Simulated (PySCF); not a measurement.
# ZrSi (quintet): what the fields show

```
atom   x (Å)   y (Å)    z (Å)
  Zr  0.0000  0.0000  -0.5985
  Si  0.0000  0.0000   1.9235
```

Level of theory: PBE0/x2c-TZVPPall, spin-free X2C-1e, Gaussian nucleus, at a bond length of 2.522 Å in PySCF 2.14.0.

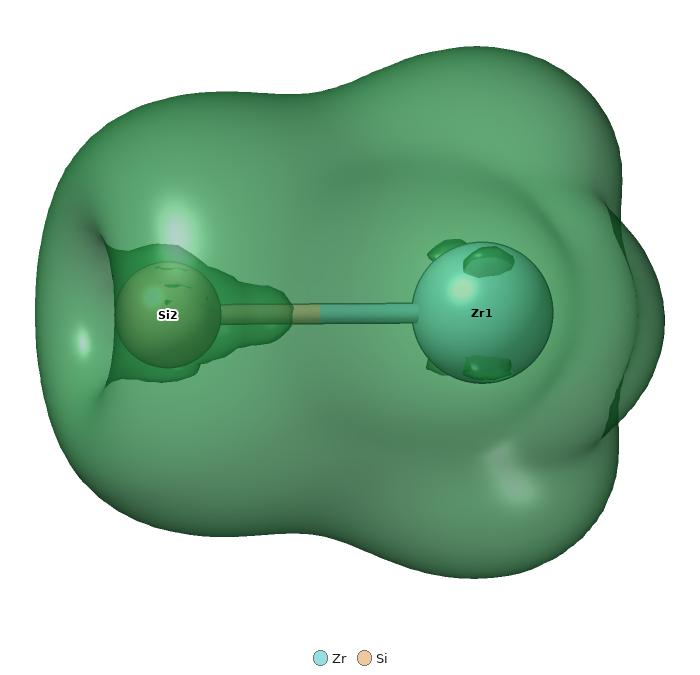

Figure 1. Isosurface of the spin density (α minus β) at +0.03 e/Å³ (green), seen from one side.

Where is the unpaired spin?

Answer. The unpaired spin (4 electrons) lies mostly on Zr1 (about 2.7) and Si2 (about 1.3), in electrons by Hirshfeld's partition.

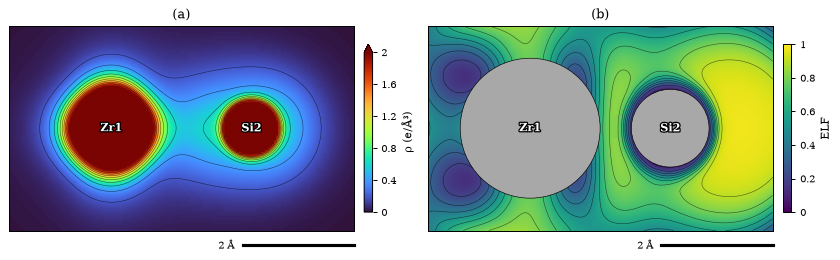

Figure 2. (a) total electron density; (b) ELF on a plane that holds the molecular axis. Grey discs cover the atomic cores in the ELF map.

Read the bonding off the picture.

Answer. The section cuts through Zr and Si sites. Zr–Si (2.52 Å): ρ is about 0.56 e/Å³ halfway; the ELF peaks at about 0.80 in the valence shell of Si, 1.1 Å from its nucleus, and is about 0.65 at the midpoint.
